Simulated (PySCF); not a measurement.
# C3H8Si: NMR shifts, electronic excitations and K edges in gas and solvents, part 2 of 2

PySCF 2.14.0. Atoms count from 0. Earlier steps stand in the parts before.

## Step 7: TDDFT and polarisability: PBE0/def2-SVPD in tetrahydrofuran

Job settings and geometry (Å):

```
{"job": {"kind": "uv", "xc": "PBE0", "basis": "def2-SVPD", "solvent": "tetrahydrofuran", "nstates": 6, "ntriplets": 0}, "charge": 0, "multiplicity": 1}
C     -0.530825     1.421788     0.519299
C     -0.151325     0.179773     0.186982
C     -1.007895    -1.023109     0.463097
Si     1.508643    -0.091137    -0.653185
H      0.098579     2.294460     0.318916
H     -1.494204     1.615448     1.008047
H     -0.500500    -1.721476     1.149987
H     -1.972715    -0.742650     0.913465
H     -1.213047    -1.589932    -0.460597
H      2.207211     1.215853    -0.839924
H      1.318470    -0.746445    -1.986217
H      2.371037    -0.999930     0.167003
```

Method: TDDFT PBE0/def2-SVPD, vertical, IEF-PCM tetrahydrofuran (non-equilibrium linear response), core orbitals frozen in the response.

Output:

```text
coarse grid: 9848 points
cycle   1  E = -408.0754766130  dE =  2.593e-02  |g| = 2.873e-01  |ddm| = 4.173e+00
cycle   2  E = -408.0730988144  dE =  2.378e-03  |g| = 3.030e-01  |ddm| = 9.626e-01
cycle   3  E = -408.0990808271  dE = -2.598e-02  |g| = 2.766e-02  |ddm| = 4.478e-01
cycle   4  E = -408.0991502174  dE = -6.939e-05  |g| = 2.363e-02  |ddm| = 7.461e-02
cycle   5  E = -408.0992905751  dE = -1.404e-04  |g| = 3.298e-03  |ddm| = 3.334e-02
cycle   6  E = -408.0992934042  dE = -2.829e-06  |g| = 9.426e-04  |ddm| = 6.109e-03
final grid: 88528 points
cycle   7  E = -408.1531913976  dE = -1.652e-05  |g| = 5.510e-03  |ddm| = 6.779e-02
cycle   8  E = -408.1531892134  dE =  2.184e-06  |g| = 6.195e-03  |ddm| = 1.637e-02
cycle   9  E = -408.1532001860  dE = -1.097e-05  |g| = 3.046e-04  |ddm| = 8.615e-03
cycle  10  E = -408.1532002023  dE = -1.633e-08  |g| = 1.657e-04  |ddm| = 5.789e-04
cycle  11  E = -408.1532002092  dE = -6.870e-09  |g| = 3.781e-05  |ddm| = 2.593e-04
cycle  12  E = -408.1532002096  dE = -3.805e-10  |g| = 9.464e-06  |ddm| = 8.994e-05
converged SCF energy = -408.1532002096

Static polarisability (au): isotropic 86.811, principal 69.637 87.370 103.425

Singlet excitations
state   eV       nm        f      main configurations
  1   6.7075    184.8   0.00371   H-1->L 0.95
  2   6.8094    182.1   0.49141   H->L 0.95
  3   6.8946    179.8   0.00107   H->L+1 0.94
  4   7.5323    164.6   0.00036   H->L+2 0.87
  5   7.5863    163.4   0.00575   H->L+3 0.91
  6   8.0158    154.7   0.00222   H-2->L 0.97
```

It took 20 s on 1 thread of Arm Neoverse N1, shared host; peak memory 0.7 GiB.

This run: HOMO -7.53 eV, LUMO -0.20 eV; lowest singlet 6.71 eV.

## Step 8: Core excitations: BHandHLYP/def2-SVPD+aug-pcX-1+pcseg-1

Settings changed since step 7:

```diff
@@ -1,2 +1,2 @@
-{"job": {"kind": "uv", "xc": "PBE0", "basis": "def2-SVPD", "solvent": "tetrahydrofuran", "nstates": 6, "ntriplets": 0}, "charge": 0, "multiplicity": 1}
+{"job": {"kind": "xas", "xc": "BHandHLYP", "basis": {"default": "aug-pcX-1", "H": "pcseg-1", "Si": "def2-SVPD"}}, "charge": 0, "multiplicity": 1}
 C     -0.530825     1.421788     0.519299
```

Level: core-valence-separated TDA BHandHLYP/aug-pcX-1 H:pcseg-1 Si:def2-SVPD, K edges, non-relativistic, gas phase.

Output:

```text
coarse grid: 9848 points
cycle   1  E = -408.3436544873  dE =  9.974e-02  |g| = 2.538e-01  |ddm| = 3.784e+00
cycle   2  E = -408.3576009577  dE = -1.395e-02  |g| = 1.561e-01  |ddm| = 5.559e-01
cycle   3  E = -408.3638351436  dE = -6.234e-03  |g| = 3.967e-02  |ddm| = 2.120e-01
cycle   4  E = -408.3642678654  dE = -4.327e-04  |g| = 9.320e-03  |ddm| = 5.758e-02
cycle   5  E = -408.3642868804  dE = -1.901e-05  |g| = 3.464e-03  |ddm| = 1.265e-02
cycle   6  E = -408.3642898377  dE = -2.957e-06  |g| = 5.582e-04  |ddm| = 4.069e-03
final grid: 88528 points
cycle   7  E = -408.4099490438  dE = -3.735e-05  |g| = 2.283e-03  |ddm| = 3.498e-02
cycle   8  E = -408.4099494183  dE = -3.745e-07  |g| = 1.705e-03  |ddm| = 5.024e-03
cycle   9  E = -408.4099501767  dE = -7.584e-07  |g| = 1.743e-04  |ddm| = 1.896e-03
cycle  10  E = -408.4099501848  dE = -8.035e-09  |g| = 4.450e-05  |ddm| = 2.925e-04
cycle  11  E = -408.4099501853  dE = -5.231e-10  |g| = 8.689e-06  |ddm| = 8.149e-05
converged SCF energy = -408.4099501853

C K edge
   eV          f      from atoms
  282.428   0.04115   C0
  282.445   0.07809   C1
  285.393   0.00099   C2
  285.585   0.00795   C2
  285.881   0.00990   C0
  286.122   0.01639   C1
  286.317   0.03188   C2
  286.389   0.03025   C0
  286.553   0.03557   C2
  286.657   0.00494   C1
  286.867   0.00163   C1
  287.000   0.00185   C2
  287.135   0.00082   C0
  287.183   0.00487   C0
  287.234   0.00709   C1
  287.324   0.00210   C2
```

Wall time 12 s (1 thread of Arm Neoverse N1, shared host); peak memory 0.7 GiB.

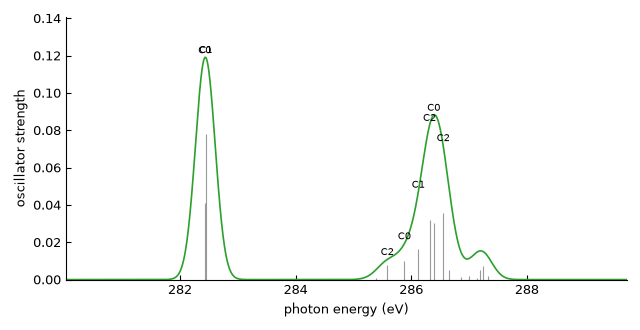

The C K edge. Lines are broadened to a width of 0.40 eV (Gaussian).

## Step 9: Side by side: NMR shifts

Shifts (ppm) of some atoms, chosen among heavy atoms and hydrogens apart, means over like atoms, with basis size and wall time:

| run | C1 | C0 | C2 | H5 | H4 | H6 | Si3 | functions | time |
| --- | --- | --- | --- | --- | --- | --- | --- | --- | --- |
| PBE0/pcSseg-1 in acetone | 150.2 | 140.7 | 26.9 | 6.11 | 5.98 | 2.06 | -62.4 | 115 | 15 s |
| PBE0/pcSseg-1 in tetrahydrofuran | 149.9 | 140.5 | 26.8 | 6.09 | 5.96 | 2.05 | -62.3 | 115 | 13 s |

The continuum's effect on the ground state:

| solvent | ε | polarisation energy (Eh) | μ (D) |
| --- | --- | --- | --- |
| tetrahydrofuran | 7.43 | -0.0016 | 0.89 |
| acetone | 20.49 | -0.0019 | 0.91 |

## Step 10: Side by side: electronic excitations

Excitations and ground-state properties, with basis size and wall time:

| run | lowest singlet (eV) | brightest (eV) | f | gap (eV) | α (Å³) | μ (D) | functions | time |
| --- | --- | --- | --- | --- | --- | --- | --- | --- |
| PBE0/def2-SVPD | 6.75 | 6.98 | 0.379 | 7.32 | 9.95 | 0.77 | 148 | 29 s |
| PBE0/def2-SVPD in acetone | 6.70 | 6.82 | 0.480 | 7.33 | 13.44 | 0.97 | 148 | 20 s |
| PBE0/def2-SVPD in tetrahydrofuran | 6.71 | 6.81 | 0.491 | 7.32 | 12.86 | 0.94 | 148 | 20 s |

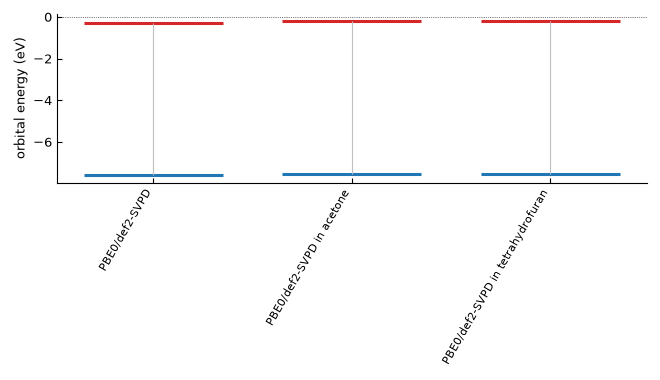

HOMO (blue) and LUMO (red) run by run.

The continuum's effect on the ground state:

| solvent | ε | polarisation energy (Eh) | μ (D) |
| --- | --- | --- | --- |
| tetrahydrofuran | 7.43 | -0.0016 | 0.94 |
| acetone | 20.49 | -0.0019 | 0.97 |

## Step 11: What came out

What follows sums up all 2 parts.

| quantity | value |
| --- | --- |
| rotational constants (main isotopes) | 8.54, 4.27, 3.00 GHz |
| 13C shifts against TMS (PBE0/pcSseg-1, acetone) | 150.2, 140.7, 26.9 ppm |
| 1H shifts against TMS (PBE0/pcSseg-1, acetone, means over atoms taken as alike) | 6.11, 5.98, 4.09, 2.06 ppm |
| 29Si shifts against TMS (PBE0/pcSseg-1, acetone) | -62.4 ppm |
| lowest singlet (PBE0/def2-SVPD) | 6.75 eV (184 nm), f = 0.002 |
| brightest single state of those computed | state 3, 6.98 eV, f = 0.379 |
| surface potential, least and greatest | -0.52 V and 0.78 V |
| C K edge | first line 282.43 eV, strongest 282.44 eV (f = 0.078) |
| range of the shift of C1 | 149.9 to 150.2 ppm |
| range of the lowest singlet | 6.70 to 6.75 eV |

In words: Relaxing lowered the energy by 0.219 eV in 5 steps; the close pair that moved most is Si3–H9, from 1.440 to 1.494 Å. No frequency check was run at this level, so the end point may be a saddle. The most deshielded carbon is C1 (fully substituted alkene carbon), at 150.2 ppm: as expected for a trigonal carbon in a double bond. At PBE0/pcSseg-1: The widest tensor belongs to C1: span 258 ppm, with a paramagnetic part of -227 ppm. The first singlet state (HOMO−1→LUMO 0.94) lies at 6.75 eV and is weak; of the 6 states computed, the strongest absorption comes from state 3 at 6.98 eV. At the C edge the strongest single line lifts a 1s electron of C1 into LUMO (weight 0.82), 0.0 eV above the first line. Absolute edge energies from this method are off by several eV; spacings are better. In ppm, C1 moves most: its shift spreads over 0.3 ppm, from 149.9 (PBE0/pcSseg-1 in tetrahydrofuran) to 150.2 (PBE0/pcSseg-1 in acetone). Part of that comes from the computed reference. The continuum holds electrostatics alone: no hydrogen bonds to the solvent, and the gas-phase geometry is kept. The lowest singlet runs from 6.70 eV (PBE0/def2-SVPD in acetone) to 6.75 eV (PBE0/def2-SVPD), while the orbital gap spans 7.32 to 7.33 eV. The lowest state need not be the same one in every run.
